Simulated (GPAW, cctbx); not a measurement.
## How far are the atoms of ZnAsOs5 from free atoms?

Aim: compute the bonding part of the density of ZnAsOs5, find which reflections carry it, and see how it biases an ordinary refinement.

The start was made by putting kin elements into a known structure type; the compound need not exist, or be stable, in this form. All numbers below are calculated.

## Step 1: Find the equilibrium geometry

The density hangs on the geometry, so cell and atoms are relaxed first, with the symmetry held. The cutoff is set higher than for the density because stress converges slowly with plane waves.

Settings: GPAW 26.7.0, PBE, 570 eV, 5×5×3 k-points (along the axes of the calculation cell), Fermi–Dirac width 0.1 eV, BFGS to 0.03 eV/Å.

```text
cell
1.0
     3.887000000    0.000000000    0.000000000
     0.000000000    3.887000000    0.000000000
     0.000000000    0.000000000    6.860000000
Os As Zn
5 1 1
Direct
0.000000000 0.000000000 0.000000000
0.500000000 0.000000000 0.731100000
0.500000000 0.000000000 0.268900000
0.000000000 0.500000000 0.731100000
0.000000000 0.500000000 0.268900000
0.000000000 0.000000000 0.500000000
0.500000000 0.500000000 0.000000000
```

```console
$ OMP_NUM_THREADS=1 mpirun -n 4 gpaw python run.py > gpaw.log
```

```text
BFGS:    0      -57.007537        0.673880
BFGS:    1      -57.024187        0.566494
BFGS:    2      -57.065161        0.079383
BFGS:    3      -57.065618        0.072238
BFGS:    4      -57.066583        0.035646
BFGS:    5      -57.066871        0.021423
cell  3.9240 3.9240 6.9133  90.00 90.00 90.00
volume 106.450 A^3, largest force 0.010 eV/A, largest stress 0.23 GPa
```

After 5 steps the volume has changed by +2.7 % and the energy by -0.059 eV; the largest stress left is 0.23 GPa. It took 1.8 min on 4 cores of Arm Neoverse V1 (shared host), peak memory 1 GiB.

Relaxed structure: P4/mmm (no. 123), a = 3.9240 Å, b = 3.9240 Å, c = 6.9133 Å, α = 90.00°, β = 90.00°, γ = 90.00°.

```csv
atom,mult.,x,y,z
Os1,1,0,0,0
Os2,4,1/2,0,0.7327
As1,1,0,0,1/2
Zn1,1,1/2,1/2,0
```

## Step 2: The all-electron density

X-rays see the whole electron density, so the PAW density is rebuilt with its core regions. Subtracting spherical free atoms from the same code cancels the cores and leaves the deformation density Δρ, the part due to bonding.

Settings: PBE, 450 eV, 6×6×4 k-points (along the axes of the calculation cell), Fermi–Dirac width 0.1 eV; primitive cell of 7 atoms.

```console
$ OMP_NUM_THREADS=1 mpirun -n 4 gpaw python run.py > gpaw.log
```

```text
|iter:   1|       0s |  -57.372911 | +0.63 |       |
|iter:   2|       2s |  -57.356502 | -0.34 | -1.41 |
|iter:   3|       4s |  -56.955007 | -1.16 | -1.46 |
...
|iter:  14|      24s |  -56.911826c| -6.59 | -5.75c|
|iter:  15|      25s |  -56.911826c| -7.08 | -6.01c|
|iter:  16|      27s |  -56.911826c| -7.46c| -6.36c|
```

```text
grid (40, 40, 70)  electrons 443.000  moved by bonding 1.275 e
deformation density beyond 0.5 A of the nuclei: max 0.188, min -0.123 e/A^3
atom        x       y       z   Voronoi charge  moment
Os1    0.0000  0.0000  0.0000     -0.052       0.00
Os2    0.5000  0.0000  0.7327     -0.037       0.00
Os3    0.5000  0.0000  0.2673     -0.037       0.00
Os4    0.0000  0.5000  0.7327     -0.037       0.00
Os5    0.0000  0.5000  0.2673     -0.037       0.00
As6    0.0000  0.0000  0.5000      0.027       0.00
Zn7    0.5000  0.5000  0.0000      0.172       0.00
mean inner potential of superposed free atoms 32.390 V
total magnetic moment 0.000 muB
```

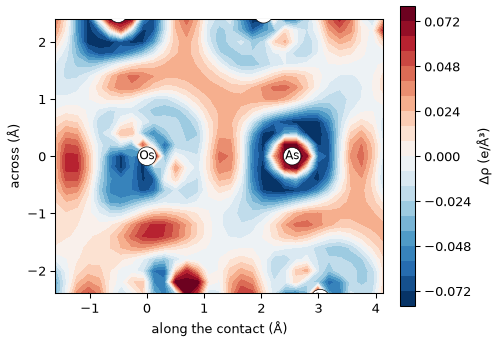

Deformation density in a plane through the shortest contact of the Os atom at the origin; red gains electrons, blue loses them.

Os gains most (-0.04 e) and Zn loses most (+0.17 e), in averages over each element's sites, as electronegativity suggests. Such charges fall far short of formal ones, since overlapping free atoms already put density on their neighbours. Along the shortest contact from the Os atom at the map's origin, Os–As at 2.54 Å, Δρ is +0.04 e/Å³ at the midpoint: little piles up between the atoms. At the midpoints of other shortest contacts it is +0.06 (Os–Os, 2.69 Å) and +0.01 (Os–Zn, 2.69 Å) e/Å³. Point values carry grid noise of about 0.01 e/Å³. The run needed 16 iterations, 36 s.

## Step 3: Structure factors

The Fourier components of Δρ, added to those of the free atoms, give the static X-ray structure factors; the Mott–Bethe relation turns them into the Fourier components V of the potential that fast electrons feel.

```text
static structure factors of the conventional cell: F in electrons, V (Mott-Bethe) in volts
   h  k  l      d  |F| table  |F| free   |F| DFT   change   |V| free  |V| DFT  change %
   0  0  1  6.9133    38.864    38.886    38.924    0.038     2.138    2.061     -3.6
   1  0  0  3.9240    72.183    72.160    72.319    0.159     4.535    4.430     -2.3
   0  0  2  3.4566   144.188   144.126   144.566    0.440     7.037    6.810     -3.2
   1  0  1  3.4126    13.665    13.635    13.782    0.147     0.318    0.392     23.1
   1  1  0  2.7747   145.211   145.167   145.252    0.085     6.575    6.547     -0.4
   1  0  2  2.5938    66.749    66.800    66.832    0.032     3.534    3.525     -0.3
   1  1  1  2.5750    90.854    90.724    90.555   -0.170     4.383    4.431      1.1
   0  0  3  2.3044   141.948   141.725   141.436   -0.289     6.616    6.682      1.0
   1  1  2  2.1638   351.960   351.501   350.965   -0.536    16.995   17.103      0.6
   1  0  3  1.9871    13.669    13.736    13.767    0.031     0.125    0.130      4.2
   2  0  0  1.9620   347.563   346.945   346.321   -0.625    15.921   16.025      0.7
   2  0  1  1.8875    31.675    31.517    31.416   -0.100     1.290    1.305      1.2
   1  1  3  1.7728    18.572    18.636    18.685    0.049     0.815    0.808     -0.8
   2  1  0  1.7549    60.059    60.043    59.936   -0.107     2.514    2.528      0.6
```

The largest X-ray change is -0.62 e on 200, 0.2 % of |F|. For electrons V goes as (Z − F)/g², so a change of F counts against Z − F, which is small at low angle and wherever the atoms' terms cancel: |V| of 101 moves by +23.1 % (0.32 to 0.39 V) against +1.1 % in |F|. The tabulated Hartree–Fock atoms differ from the free DFT atoms by up to 0.62 e, so the choice of reference atom matters too.

## Step 4: Which functional?

The same geometry is run with other functionals, to see whether the bonding signal is larger than the spread between approximations. Free atoms are LDA for LDA and PBE otherwise; meta-GGAs and hybrids keep PBE cores. Any other changed setting is in the row's label.

```
 run  ΔF 200 (e)  ΔF 112 (e)  ΔF 002 (e)  q(Os) (e)  moved (e)  time
 PBE      -0.625      -0.536      +0.440     -0.040      1.275  36 s
 LDA      -0.626      -0.524      +0.438     -0.041      1.232  35 s
SCAN      -0.760      -0.613      +0.518     -0.058      1.474  93 s
```

At the base's settings ΔF(200) spans -0.760 to -0.625 e, a spread of 22 % of the PBE value; over the three listed reflections the spread is at most 22 %, so sign and size hold across the functionals. Times are from shared hosts.

## Step 5: Refining ordinary atoms against data with bonding

Routine crystallography fits spherical atoms. To see the bias, intensities are simulated from tabulated atoms plus the DFT change ΔF, so that bonding alone can misfit (4894 reflections of the full sphere, merged to the counts below, to 0.45 Å, 0.5 % proportional noise plus counting noise, assumed isotropic U as listed, Δρ smeared by the mean U) and refined with cctbx over different ranges.

```csv
range,data,R1,GooF,U Os1 (true 0.0072),U Os2 (true 0.0072),U As1 (true 0.0099),U Zn1 (true 0.0102),largest shift (Å),"Δρ max, min (e/Å³)"
all data,420,0.0044,0.98,0.0072,0.0072,0.0099,0.0101,0.0001,"0.63, -1.12"
"low resolution, d > 0.84",84,0.0034,1.14,0.0072,0.0072,0.0096,0.0101,0.0001,"0.23, -0.46"
"high order, d < 0.75",311,0.0052,0.94,0.0072,0.0072,0.0099,0.0101,0.0001,"0.60, -0.74"
"occupancies free, d > 0.7",129,0.0034,1.06,0.0072,0.0071,0.0098,0.0100,0.0001,"0.29, -0.48"
```

With all data GooF is 0.98, so at this noise the bonding hardly shows; the top residual peak, near noise level, lies 2.07 Å from As and 2.23 Å from Os. U of As1 is off by -3 % at low resolution and by +0 % from high-order data, where mostly the cores scatter (GooF 0.94). With Os1 held at 1 and the scale free, the other occupancies refine to Os2 0.998(0.001), As1 1.000(0.003) and Zn1 0.995(0.003), within three s.u. of full.

## Step 6: Answer

Bonding moves 1.27 e in the primitive cell of ZnAsOs5 and changes the structure factors of the conventional cell in the table above by at most 0.62 e (200, 0.2 %), and among reflections above 2 % of the strongest by up to 1.1 % (101). The shortest bond, Os–As, has Δρ = +0.04 e/Å³ at its midpoint. At the base's settings ΔF(200) spans -0.760 to -0.625 e, a spread of 22 % of the PBE value; over the three listed reflections the spread is at most 22 %, so sign and size hold across the functionals. With all data GooF is 0.98, so at this noise the bonding hardly shows. Limits: static density, frozen cores, no spin–orbit coupling.

[Outputs are excerpts: Python notices, other lines and further rows are left out; steps that failed or that the build refused (PBEsol, TPSS) are not shown.]

[Logs are printed without paths, hosts, clocks, repeated set-up lines and the standing remarks that a program may print on its own settings, such as how far it seeks lower states.]
